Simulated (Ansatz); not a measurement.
# CeC (Fm-3m): a soft mode frozen in, part 2 of 3

Aim: this structure of CeC (Fm-3m) is to be tested for unstable modes, and one is followed downhill.

Ansatz 0.2.0; DFT PBEsol, scalar-relativistic, plane waves, PAW.

So far, highest frequency on the path or at a solved wavevector (cm⁻¹): step 2 (the dispersion) 448. Also lowest frequency on the path (cm⁻¹): step 2 -213.

### 4. The mode frozen in, largest atomic shift 0.14 Å

The atoms are moved along the unstable eigenvector, the largest shift by 0.14 Å, with the cell fixed.

Contents of input.yaml:

```yaml
crystal:
  lattice:
    - [0.0, -2.5627255829, -2.5627255829]
    - [0.0, 2.5627255829, -2.5627255829]
    - [5.1254511658, 0.0, 0.0]
  atoms:
    - { symbol: Ce, position: [0.5, 0.5, 0.4990667391] }
    - { symbol: Ce, position: [0.0, 0.0, 0.0009332609] }
    - { symbol: C, position: [0.5, 0.5, 0.0273146686] }
    - { symbol: C, position: [0.0, 0.0, 0.4726853314] }
kpoints:
  mp_grid: { grid: [12, 12, 8] }
hamiltonian:
  xc: pbesol
scf:
  occupations: { method: methfessel_paxton, width: 0.2 }
output:
  forces: true
  stress: true
  eigenvalues: true
```

On the command line:

```
> ansatz run input.yaml --threads 8 --pin off --max-ram 14336MiB --backend cpu --events-out ev --progress --plain --runs-dir out
```

Numbers of over 12 decimals in the logs are rounded to 6 here.

The program printed:

```text
[...]
Crystal: 4 atoms, lattice volume = 67.323 Å³
Basis set: ecut = 420 eV, 1297 PW (Γ), exchange–correlation on 50×50×72 points (8 copies of the dense FFT grid, shifted against one another)
Bands: 35, of which v1, the nominal top of the filled ones, is band 16 counted from 1 (15 counted from 0)
Symmetry: 16 space group operations
[...]
k-points: 140 of 1152
[...]
k-point 0: bands = [... 12 lower, 13.1250, 13.1322, 13.4750, 13.4750, 14.1014, 14.4104, 14.4639, 14.6111, ... 15 higher]
  k-point 1: bands = [... 12 lower, 13.1186, 13.1186, 13.4574, 13.4574, 14.0782, 14.0962, 14.4742, 14.5928, ... 15 higher]
  k-point 2: bands = [... 12 lower, 13.1137, 13.1508, 13.2696, 13.4055, 13.4055, 14.0022, 14.5047, 14.6145, ... 15 higher]
  k-point 139: bands = [... 12 lower, 13.2491, 13.2491, 13.7945, 13.7945, 14.2464, 14.2464, 14.3672, 14.3672, ... 15 higher]
[key lines of the parts left out:]
SCF converged after 13 iterations
Free energy (F): -13463.126845 eV
Fermi energy:    13.780073 eV
P = ⅓ Tr σ = -0.1281 GPa (-1.281 kbar)
```

The job ended after 2 s (8 threads of Intel Xeon 6975P-C (Granite Rapids), shared host; peak memory 0.65 GiB; 13 s of CPU time).

This step gave:

* pressure: -0.1281 GPa
* energy from the undistorted cell: -2.583 meV/atom

The energy, extrapolated to zero smearing, is -2.58 meV/atom against the undistorted cell.

The run ends at a pressure of -0.13 GPa, with forces up to 0.15 eV/Å.

### 5. Energy along the mode, all amplitudes (two of the runs are shown above)

An imaginary frequency means negative curvature, so the energy should fall and then rise again as anharmonic terms take over.

This step gave:

```yaml
depth_at_the_lowest_point_sampled: 2.583 meV/atom
largest_atomic_shift_at_that_point: 0.14 Å
```

Table of energy from the parent by largest atomic shift:

| largest atomic shift (Å) | energy from the parent (meV/atom) |
| --- | --- |
| 0.0000 | 0 |
| 0.0400 | -0.808 |
| 0.0800 | -2.43 |
| 0.1400 | -2.58 |
| 0.2200 | 9.21 |

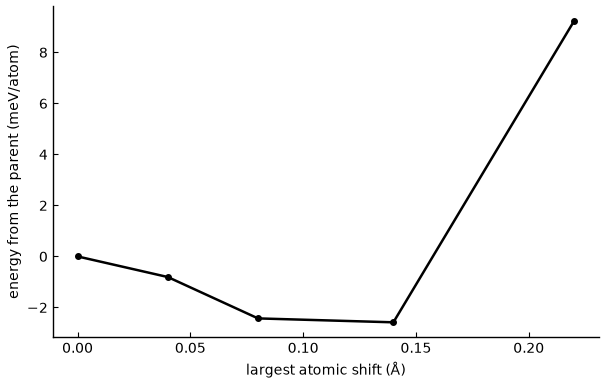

Energy from the parent, plotted against largest atomic shift.

Displacement at unit largest shift by atom:

| atom | x (Å) | y (Å) | z (Å) | size |
| --- | --- | --- | --- | --- |
| Ce1 | -0.03 | 0.00 | 0.00 | 0.03 |
| Ce2 | 0.03 | 0.00 | 0.00 | 0.03 |
| C3 | 1.00 | 0.00 | 0.00 | 1.00 |
| C4 | -1.00 | 0.00 | 0.00 | 1.00 |

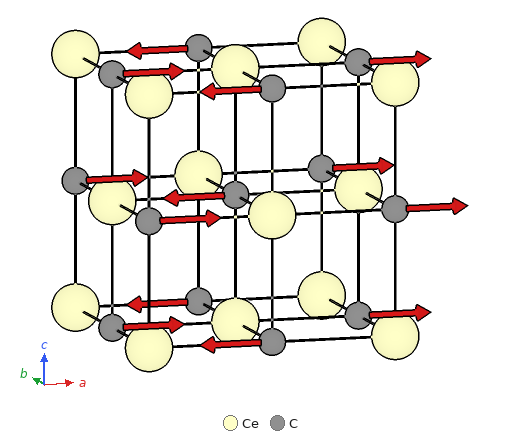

Displacement at unit largest shift as arrows, the longest 1 Å. Some periodic images of atoms are drawn too.

The lowest of the steps tried is at 0.14 Å, 2.58 meV/atom below the parent; the bottom of the well need not coincide with a step.

### 6. Relaxation from the frozen mode

Starting from the lowest point found, all atoms and the cell are let go, so that strain and other modes of the same symmetry can join in.

Changes to input.yaml since step 4:

```diff
@@ -20 +20,6 @@
   eigenvalues: true
+relax:
+  adjacent_minimum: "off"
+  f_tol: 0.002
+  max_steps: 120
+  cell: { stress_tol: 0.03 }
```

The program printed:

```text
[...]
Crystal: 4 atoms, lattice volume = 67.323 Å³
Basis set: ecut = 420 eV, 1297 PW (Γ), exchange–correlation on 50×50×72 points (8 copies of the dense FFT grid, shifted against one another)
Bands: 35, of which v1, the nominal top of the filled ones, is band 16 counted from 1 (15 counted from 0)
Symmetry: 16 space group operations
[...]
k-points: 140 of 1152
[...]
SCF iter   1: F=—  HF=-13473.710391 eV  |F-HF|=—  |Δ(HF+E_count)|=         —  Δρ=2.46e-1  dr2=3.47e1  ethr=3.10e-3  ⟨swp⟩=5.0  Hψ=19947  notcnv=0
[...]
SCF iter  13: F=-13463.126845 eV  HF=-13463.126845 eV  |F-HF|=2.13e-8  |Δ(HF+E_count)|=   1.35e-8  S|Δr|=    0.00e0  Δρ=5.54e-6  dr2=2.32e-8  ethr=3.13e-10  ⟨swp⟩=3.5  Hψ=10860  notcnv=0
SCF 1 converged in 13 iterations: F = -13463.126845 eV  dr2 = 2.32e-8
[...]
relax step   1: F+E_penalty+E_count = -13463.12684547 eV  Δ(F+E_penalty+E_count) = +0.000e0 eV  max|allowed force component| = 1.481e-1 eV/Å  Δτ_max = 0.0000 Å  P = -0.128 GPa  Ω = 67.323 Å³  (13 SCF iters, dr2 threshold 1.00e-7 eV, accepted)
Crystal: 4 atoms, lattice volume = 67.705 Å³
Basis set: ecut = 420 eV, 1305 PW (Γ), exchange–correlation on 50×50×72 points (8 copies of the dense FFT grid, shifted against one another)
[...]
SCF iter   6: F=-13462.974734 eV  HF=-13462.974735 eV  |F-HF|=1.85e-8  |Δ(HF+E_count)|=   1.18e-7  S|Δr|=    0.00e0  Δρ=1.28e-5  dr2=7.40e-8  ethr=1.25e-9  ⟨swp⟩=7.8  Hψ=24773  notcnv=0
SCF 2 converged in 6 iterations: F = -13462.974734 eV  dr2 = 7.40e-8
relax step   2: F+E_penalty+E_count = -13462.97473449 eV  Δ(F+E_penalty+E_count) = +1.521e-1 eV  max|allowed force component| = 1.454e0 eV/Å  Δτ_max = 0.1039 Å  P = +0.790 GPa  Ω = 67.705 Å³  energy of the carried Pulay correction = -3.407e-4 eV  (6 SCF iters, dr2 threshold 4.00e-7 eV, rejected (line search))
Crystal: 4 atoms, lattice volume = 67.336 Å³
[...]
SCF iter   9: F=-13463.132266 eV  HF=-13463.132266 eV  |F-HF|=3.64e-12  |Δ(HF+E_count)|=  2.00e-11  S|Δr|=    0.00e0  Δρ=9.67e-8  dr2=3.89e-12  ethr=1.00e-12  ⟨swp⟩=6.3  Hψ=17141  notcnv=0
the search or the solves at the SCF's close seem to have found levels that the self-consistency loop had missed (the run counts 1). By its estimate they hold under 1e-12 electrons; where the run keeps them, the occupations were computed again with them
SCF 3 converged in 9 iterations: F = -13463.132266 eV  dr2 = 3.89e-12
relax step   3: F+E_penalty+E_count = -13463.13226596 eV  Δ(F+E_penalty+E_count) = -5.420e-3 eV  max|allowed force component| = 5.593e-2 eV/Å  Δτ_max = 0.0138 Å  P = +0.124 GPa  Ω = 67.336 Å³  energy of the carried Pulay correction = -1.161e-5 eV  (9 SCF iters, accepted)
[...]
relax step   4: F+E_penalty+E_count = -13463.13435637 eV  Δ(F+E_penalty+E_count) = -2.090e-3 eV  max|allowed force component| = 6.057e-2 eV/Å  Δτ_max = 0.0065 Å  P = +0.060 GPa  Ω = 67.394 Å³  energy of the carried Pulay correction = -6.322e-5 eV  (5 SCF iters, dr2 threshold 4.00e-7 eV, accepted)
[...]
relax step   5: F+E_penalty+E_count = -13463.13904403 eV  Δ(F+E_penalty+E_count) = -4.688e-3 eV  max|allowed force component| = 3.603e-2 eV/Å  Δτ_max = 0.0368 Å  P = +0.761 GPa  Ω = 67.169 Å³  energy of the carried Pulay correction = +1.384e-4 eV  (6 SCF iters, dr2 threshold 4.00e-7 eV, accepted)
[...]
relax step   6: F+E_penalty+E_count = -13463.13993553 eV  Δ(F+E_penalty+E_count) = -8.915e-4 eV  max|allowed force component| = 3.068e-3 eV/Å  Δτ_max = 0.0080 Å  P = -0.069 GPa  Ω = 67.578 Å³  energy of the carried Pulay correction = -2.272e-4 eV  (5 SCF iters, dr2 threshold 4.00e-7 eV, accepted)
[...]
relax step   7: F+E_penalty+E_count = -13463.14000818 eV  Δ(F+E_penalty+E_count) = -7.265e-5 eV  max|allowed force component| = 1.935e-3 eV/Å  Δτ_max = 0.0019 Å  P = -0.006 GPa  Ω = 67.529 Å³  energy of the carried Pulay correction = -1.834e-4 eV  (5 SCF iters, dr2 threshold 2.52e-8 eV, accepted)
[...]
relax step   8: F+E_penalty+E_count = -13463.14079024 eV  Δ(F+E_penalty+E_count) = -7.821e-4 eV  max|allowed force component| = 1.469e-3 eV/Å  Δτ_max = 0.0000 Å  P = +0.006 GPa  Ω = 67.529 Å³  stress off target by 7.37e-2 GPa  SCF on the basis re-selected at this cell (its energy is not comparable with the rows above)  (4 SCF iters)
[...]
relax step   9: F+E_penalty+E_count = -13463.14079755 eV  Δ(F+E_penalty+E_count) = -7.309e-6 eV  max|allowed force component| = 4.833e-4 eV/Å  Δτ_max = 0.0014 Å  P = +0.001 GPa  Ω = 67.541 Å³  energy of the carried Pulay correction = -1.597e-5 eV  (5 SCF iters, dr2 threshold 1.36e-8 eV, accepted)
[...]
SCF iter   5: F=-13463.140823 eV  HF=-13463.140823 eV  |F-HF|=7.28e-12  |Δ(HF+E_count)|=  7.28e-12  S|Δr|=    0.00e0  Δρ=6.37e-8  dr2=2.56e-12  ethr=1.00e-12  ⟨swp⟩=6.0  Hψ=16434  notcnv=0
SCF 10 converged in 5 iterations: F = -13463.140823 eV  dr2 = 2.56e-12
relax step  10: F+E_penalty+E_count = -13463.14082316 eV  Δ(F+E_penalty+E_count) = -2.562e-5 eV  max|allowed force component| = 4.324e-4 eV/Å  Δτ_max = 0.0000 Å  P = +0.001 GPa  Ω = 67.541 Å³  stress off target by 6.05e-3 GPa  SCF on the basis re-selected at this cell (its energy is not comparable with the rows above)  (5 SCF iters)
[...]
SCF converged after 5 iterations
[...]
Free energy (F): -13463.140823 eV
[...]
Internal energy: -13463.155281 eV  (E = F + TS)
E sigma→0 (E₀):  -13463.144438 eV
Entropy (-TS):   0.014458 eV (3.614 meV/atom)
Fermi energy:    13.731270 eV
[...]
--- Forces (eV/Å), atoms counted from 1 ---
  atom   1  Ce    -0.00043240     0.00000000     0.00000000
  atom   2  Ce     0.00043240    -0.00000000     0.00000000
  atom   3  C      0.00004674     0.00000000     0.00000000
  atom   4  C     -0.00004674    -0.00000000     0.00000000
  max |Σ_I F_I| component: 8.67e-19 eV/Å
--- Stress (GPa, compression-positive) ---
        0.006051       0.000000       0.000000
        0.000000      -0.000933      -0.000000
        0.000000      -0.000000      -0.000933
  P = ⅓ Tr σ = 0.0014 GPa (0.014 kbar)
--- Band table (eV; the first three rows and the last of 140) ---
  k-point 0: bands = [... 12 lower, 13.1261, 13.1261, 13.4180, 13.4180, 14.0684, 14.0685, 14.4697, 14.5765, ... 15 higher]
  k-point 1: bands = [... 12 lower, 13.1246, 13.1246, 13.4046, 13.4046, 13.7770, 14.0438, 14.4793, 14.5737, ... 15 higher]
  k-point 2: bands = [... 12 lower, 13.1287, 13.1287, 13.1446, 13.3651, 13.3651, 13.9633, 14.5073, 14.5633, ... 15 higher]
  k-point 139: bands = [... 12 lower, 13.3290, 13.3290, 13.8865, 13.8865, 14.2341, 14.2341, 14.3106, 14.3106, ... 15 higher]
--- Relaxed structure (8 steps of the walk, 7 accepted, 2 SCFs on fresh bases) ---
  F+E_penalty+E_count = -13463.14082316 eV   max|allowed force component| = 4.324e-4 eV/Å   (the final SCF, on the basis selected at the relaxed cell)
  cell:  # Å, volume = 67.5411 Å³
    - [0, -2.528932, -2.528932]
    - [0, 2.528932, -2.528932]
    - [5.280366, 0, 0.0]
  atoms:
    - { symbol: Ce, position: [0.5, 0.5, 0.495720] }
    - { symbol: Ce, position: [0, 0, 0.00428016] }
    - { symbol: C, position: [0.5, 0.5, 0.031988] }
    - { symbol: C, position: [0, 0, 0.468012] }
```

It took 13 s on 8 threads; peak memory 0.71 GiB; 93 s of CPU time.

The steps of the relaxation:

| step | energy less that of the first step (eV) | largest force component (eV/Å) | pressure (GPa) | volume (Å³) |
| --- | --- | --- | --- | --- |
| 1 | 0.0000 | 0.1481 | -0.13 | 67.32 |
| 2 | 0.1521 | 1.4538 | 0.79 | 67.71 |
| 3 | -0.0054 | 0.0559 | 0.12 | 67.34 |
| 4 | -0.0075 | 0.0606 | 0.06 | 67.39 |
| 5 | -0.0122 | 0.0360 | 0.76 | 67.17 |
| 6 | -0.0131 | 0.0031 | -0.07 | 67.58 |
| 7 | -0.0132 | 0.0019 | -0.01 | 67.53 |
| 8* | -0.0139 | 0.0015 | 0.01 | 67.53 |
| 9 | -0.0140 | 0.0005 | 0.00 | 67.54 |
| 10* | -0.0140 | 0.0004 | 0.00 | 67.54 |

Relaxation steps marked * repeat the geometry before them on a plane-wave basis chosen anew for their cell, so energy and pressure can jump there. Relaxation step 2 was tried and not accepted.

The run keeps the 16 symmetry operations that it works with, so distortions that break them were not tested.

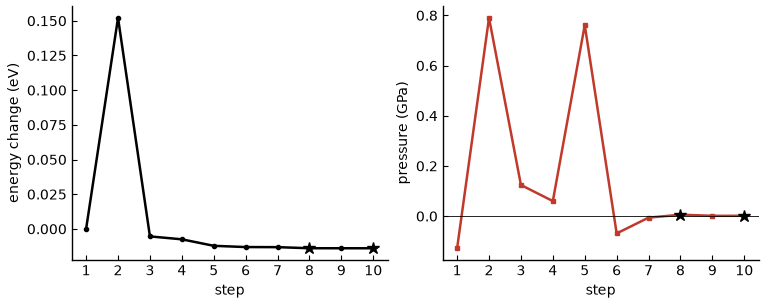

Energy and pressure along the relaxation. Stars mark steps on a basis chosen anew.

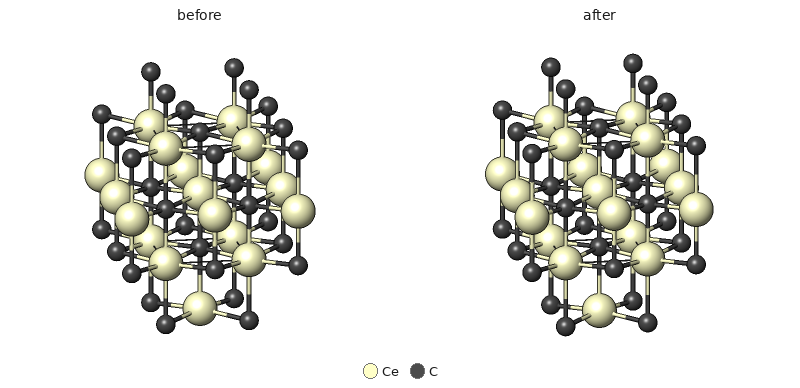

Before and after, at one scale.

| conventional cell, symmetrised | before | after | change |
| --- | --- | --- | --- |
| a (Å) | 3.624 | 3.576 | -1.3 % |
| b (Å) | 3.624 | 3.576 | -1.3 % |
| c (Å) | 5.125 | 5.280 | +3.0 % |
| volume (Å³/atom) | 16.83 | 16.89 | +0.3 % |

The atoms that moved most (Å, as changes of fractional coordinates times the final cell):

| atom | dx | dy | dz | length |
| --- | --- | --- | --- | --- |
| C3 | 0.025 | 0.000 | 0.000 | 0.025 |
| C4 | -0.025 | 0.000 | 0.000 | 0.025 |
| Ce1 | -0.018 | 0.000 | 0.000 | 0.018 |
| Ce2 | 0.018 | 0.000 | 0.000 | 0.018 |

This step gave:

```
pressure        : 0.001395 GPa
volume per atom : 16.89 Å³
```

The distorted start has space group P4/nmm; the relaxation ends in P4/nmm.

### 7. The new phase in its own primitive cell

The relaxed structure is symmetrised, reduced to its primitive cell and relaxed tightly, as its phonons need.

input.yaml, the sections that differ from step 6:

```yaml
crystal:
  lattice:
    - [3.5764502094, 0.0, 0.0]
    - [0.0, 3.5764502094, 0.0]
    - [0.0, 0.0, 5.2803656932]
  atoms:
    - { symbol: Ce, position: [0.0, 0.5, 0.2457198421] }
    - { symbol: Ce, position: [0.5, 0.0, 0.7542801579] }
    - { symbol: C, position: [0.0, 0.5, 0.7819876581] }
    - { symbol: C, position: [0.5, 0.0, 0.2180123419] }
relax:
  adjacent_minimum: "off"
  f_tol: 0.001
  max_steps: 60
  cell: { stress_tol: 0.01 }
# kpoints, hamiltonian, scf, output: as in step 6
```

The program printed:

```text
[...]
Crystal: 4 atoms, lattice volume = 67.541 Å³
Basis set: ecut = 420 eV, 1293 PW (Γ), exchange–correlation on 48×48×72 points (8 copies of the dense FFT grid, shifted against one another)
Bands: 35, of which v1, the nominal top of the filled ones, is band 16 counted from 1 (15 counted from 0)
Symmetry: 16 space group operations
[...]
k-points: 140 of 1152
[...]
--- Relaxed structure (1 steps of the walk, 1 accepted, 1 SCFs on fresh bases) ---
[...]
cell:  # Å, volume = 67.5411 Å³
    - [3.5764502094, 0.0, 0.0]
    - [0.0, 3.5764502094, 0.0]
    - [0.0, 0.0, 5.2803656932]
  atoms:
    - { symbol: Ce, position: [0.0, 0.5, 0.2457198421] }
    - { symbol: Ce, position: [0.5, 0.0, 0.754280] }
    - { symbol: C, position: [0.0, 0.5, 0.781988] }
    - { symbol: C, position: [0.5, 0.0, 0.218012] }
[key lines of the parts left out:]
SCF converged after 6 iterations
Free energy (F): -13463.140823 eV
Fermi energy:    13.731270 eV
P = ⅓ Tr σ = 0.0014 GPa (0.014 kbar)
```

It took 3 s on 8 threads; peak memory 0.68 GiB.

Little changed from the start: no atom moved by 0.005 Å and no cell edge by 0.1 %.

This step gave:

```
pressure : 0.001391 GPa
```

The largest force component left is 0.43 meV/Å and the pressure is 0.001 GPa, within the tolerances set. The cell now holds 16.89 Å³/atom.

[end of part 2 of 3]

[Logs are printed without paths, hosts, clocks, repeated set-up lines and the standing remarks that a program may print on its own settings, such as how far it seeks lower states.]

[Hosts, paths, dates, database ids (printed as entryN), source tags and the programs' standing remarks are cut or masked in the printed files.]
